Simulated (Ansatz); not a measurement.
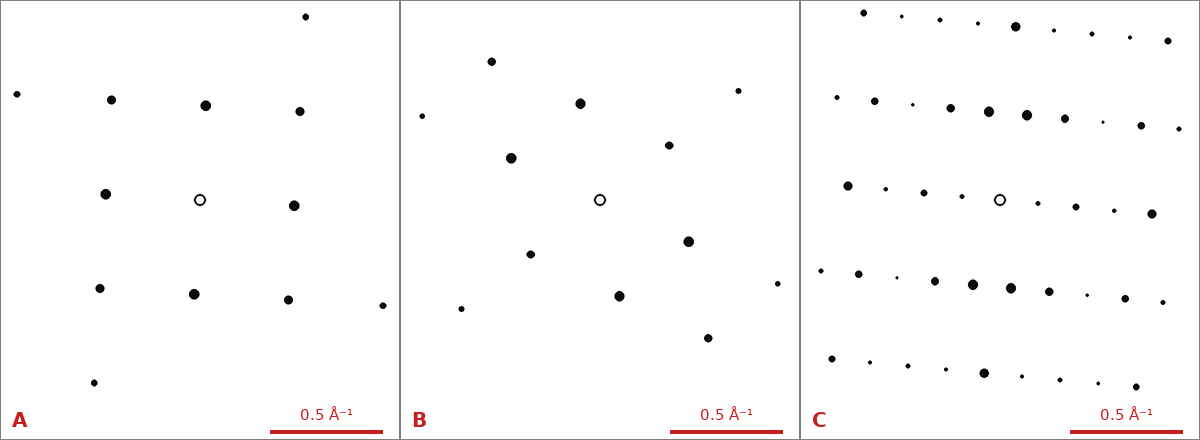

Kinematic electron diffraction patterns (200 kV, B = 0.5 Å², same scale, each along a low-index zone) of three structures of composition HfW, each relaxed at zero pressure with DFT PBE, scalar-relativistic, plane waves, PAW in Ansatz 0.2.0.

The structures (standard cells):
1. Cmcm (No. 63), a = 3.235 Å, b = 11.632 Å, c = 4.174 Å, 8 atoms; generated start, possibly hypothetical
2. P-6m2 (No. 187), a = 2.912 Å, c = 5.126 Å (hexagonal axes), 2 atoms; generated start, possibly hypothetical
3. Fd-3m (No. 227), a = 6.651 Å, 16 atoms; generated start, possibly hypothetical

**Which pattern belongs to which structure, and along which zone?**

A is structure 3 along [001] or an equivalent direction: square net of 2 -2 0 at d = 2.35 Å and 2 2 0 at d = 2.35 Å, 90.0° apart (some points of this net are extinct or too weak to see). B is structure 2 along [101] or an equivalent direction: centred rectangular net of 0 1 0 at d = 2.52 Å and 1 0 -1 at d = 2.26 Å, 63.3° apart (some points of this net are extinct or too weak to see). C is structure 1 along [101] or an equivalent direction: centred rectangular net of 0 2 0 at d = 5.82 Å and 1 1 -1 at d = 2.50 Å, 77.6° apart.

**Which structure lies lowest at this level of theory, and by how much?**

Structure 3 (Fd-3m, 18.39 Å³ an atom) is the lowest of these; structure 1 (Cmcm, 19.63 Å³ an atom) lies about 200 meV an atom higher; structure 2 (P-6m2, 18.82 Å³ an atom) lies about 330 meV an atom higher. These are static energies at 0 K; other structures, not shown, may lie lower still.
